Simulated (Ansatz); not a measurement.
Input

```
crystal:
  periodic: [false, false, false]
  atoms:
    - {symbol: O, position_ang: [0.338512, 1.554730, -0.428564]}
    - {symbol: C, position_ang: [-0.474762, 0.481059, -0.135483]}
    - {symbol: Si, position_ang: [0.581901, -0.989971, 0.443696]}
    - {symbol: Cl, position_ang: [-1.404950, -0.083429, -1.601611]}
    - {symbol: H, position_ang: [-0.202273, 2.319660, -0.653474]}
    - {symbol: H, position_ang: [-1.264591, 0.733290, 0.578483]}
    - {symbol: H, position_ang: [1.509723, -1.363903, -0.648264]}
    - {symbol: H, position_ang: [-0.335005, -2.108351, 0.770447]}
    - {symbol: H, position_ang: [1.339946, -0.589487, 1.657569]}
basis:
  gaussian: {orbitals: def2-TZVPP}
hamiltonian: {xc: pbe0, dispersion: d4}
output: {orbitals: {seedname: orbitals}}
```

Launched as:

```sh
ansatz run in.yaml --threads 2 --pin off --events-out ev --progress --plain --max-ram 4352MiB
```

Geometry: PBE0-D4/def2-TZVP.

Theory: RKS PBE0-D4/def2-TZVPP in Ansatz 0.2.0.

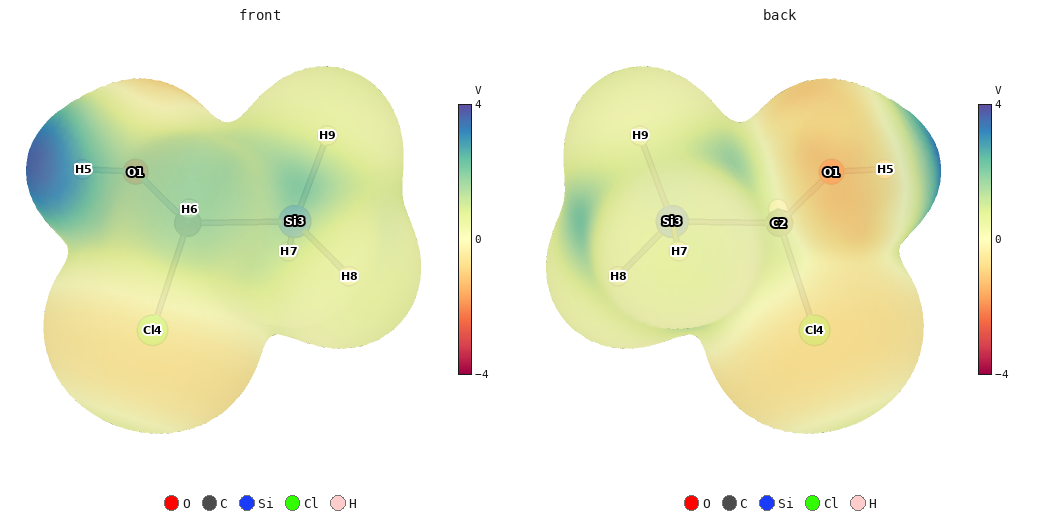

CH5ClOSi (SMILES OC([SiH3])Cl). The electrostatic potential painted on the density surface at 0.004 e/bohr³, seen from the front and from behind; the colour scale runs from red (negative) to blue (positive).

**Where is the surface potential most negative and most positive?**

The most negative region (about −1.2 V) lies over O1, the most positive (about +3.6 V) over H5. Cl4 shows a σ-hole: about +0.4 V at the tip opposite its bond, against about −0.5 V on its flanks. O1 is the likeliest acceptor of a hydrogen bond.
